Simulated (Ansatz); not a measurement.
Input file:

```
crystal:
  periodic: [false, false, false]
  atoms:
    - {symbol: C, position_ang: [0.565995, -0.205147, 2.995438]}
    - {symbol: F, position_ang: [-1.468800, 2.478016, 1.525676]}
    - {symbol: O, position_ang: [0.333760, -0.068880, 1.621171]}
    - {symbol: Sn, position_ang: [0.151289, 1.705856, 0.783455]}
    - {symbol: H, position_ang: [-0.325528, 0.042208, 3.601529]}
    - {symbol: H, position_ang: [1.404020, 0.421863, 3.361557]}
    - {symbol: H, position_ang: [0.829625, -1.255473, 3.204244]}
    - {symbol: H, position_ang: [-0.132965, 1.420218, -0.866529]}
    - {symbol: H, position_ang: [1.409862, 2.732427, 1.313835]}
basis:
  gaussian:
    orbitals: def2-TZVPD
hamiltonian:
  xc: pbe0
output: {forces: true, orbitals: {seedname: orbitals}}
```

Launched as:

```sh
ansatz run input.yaml --threads 2 --pin off --max-ram 4350MiB --events-out events.jsonl --progress --plain --runs-dir runs
```

Geometry: PBE0-D3(BJ)/def2-SVP; core potentials replace the inner electrons of Sn.

All numbers below come from isolated molecule in a Gaussian basis; Kohn-Sham density functional theory, functional PBE0 in Ansatz 0.2.0.

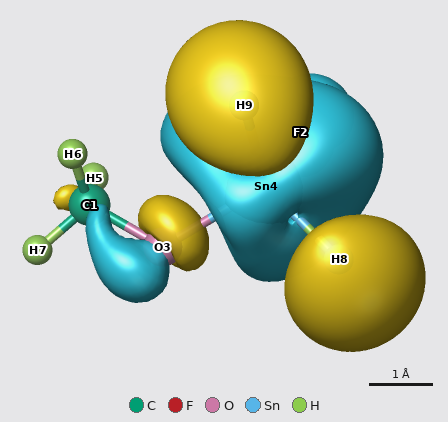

CH5FOSn (SMILES C[O][SnH2][F]). The LUMO at ±0.08 Å⁻³ᐟ² (yellow and cyan are the two phases), seen at a tilt.

### Where does this orbital lie, and at what energy?

Its weight (Hirshfeld) is mainly on Sn4 (about 50 %), H9 (about 15 %), H8 (about 15 %), F2 (about 10 %) and O3 (about 5 %). Its energy is −0.84 eV.
